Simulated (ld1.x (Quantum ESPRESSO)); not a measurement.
| Item | Value |
| --- | --- |
| Element | indium |
| Generator | ld1.x (Quantum ESPRESSO) 7.5 |
| Type | ultrasoft |
| Functional | PBE |
| Relativity | scalar-relativistic |
| Frozen core | [Kr] |
| Valence charge | 13 |
| Reference configuration | 4d10 5s2 5p1 |
| Partial waves | 5s (bound): rcut 1.90, rcutus 2.10 bohr; 5s channel at 3.4 Ry: rcut 1.90, rcutus 2.10 bohr; 5p (bound): rcut 3.05, rcutus 3.55 bohr; 5p channel at 0.15 Ry: rcut 3.05, rcutus 3.55 bohr; 4d (bound): rcut 0.90, rcutus 1.15 bohr; 4d channel at -0.6 Ry: rcut 0.90, rcutus 1.15 bohr |
| Local potential | all-electron potential smoothed inside 0.90 bohr (lloc = -1) |
| Core correction | Bessel-smoothed model core, default radius (core density twice the valence density) |
| Augmentation charge | PSQ, inside the norm-conserving radii |

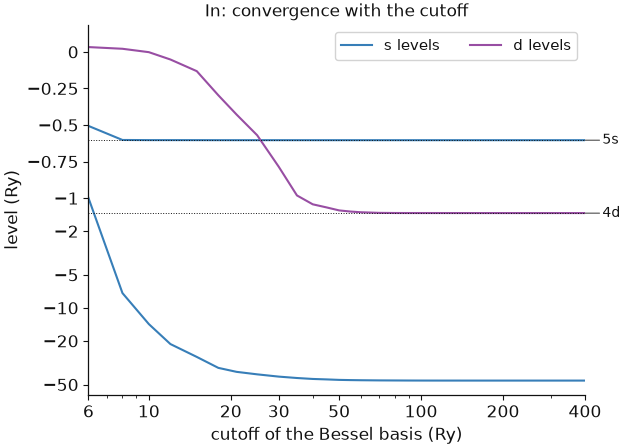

The pseudo-atom Hamiltonian at the reference potential is diagonalised in spherical Bessel functions (20 bohr box) up to the cutoff. Curves: the lowest levels of each channel that holds a bound state. Dotted lines: the all-electron valence levels.

### Check the spectrum for spurious states.

Ghost state below the valence levels: s at -625.7 eV (p not tested). A ghost is a curve that settles on no dotted line: a bound state with no counterpart among the valence levels. In Ry: s -45.99.

### Does the ghost need a high cutoff to show?

The lowest s curve lies clearly below the lowest valence level of its channel already at the lowest cutoff, 6 Ry, and ends at -45.99 Ry.

### Read the all-electron valence levels.

5s: -0.60 Ry; 4d: -1.37 Ry.
